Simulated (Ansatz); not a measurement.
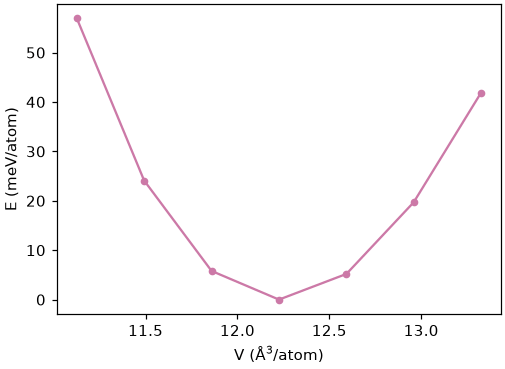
Figure. BaFeO$_{3}$ (cubic perovskite, Pm-3m) under volume change, the program Ansatz at the r²SCAN level (PAW), scaled uniformly.

Problem. What does a third-order Birch–Murnaghan fit give for V₀, B₀ and B′?

Solution. V₀ = 12.23 Å³/atom, B₀ = 155 GPa, B′ = 3.7.

The workflow started from an entry of the Crystallography Open Database (COD), which files this formula under 2 space groups. Whether it is the stable phase at ambient conditions was not checked. The r²SCAN relaxation kept the symmetry of its start; its stability against distortions is not shown here. The final state is ferromagnetic, chosen from 4 collinear starts compared on coarse meshes (ties went to the first, and starts can fall back to one state), not a proven ground state. Other orbital occupations within this spin state were not tried. No Hubbard U is applied. Scalar-relativistic: spin–orbit coupling is off unless named, which matters more the heavier the elements.

Potentials: the later of the program's two PAW sets.
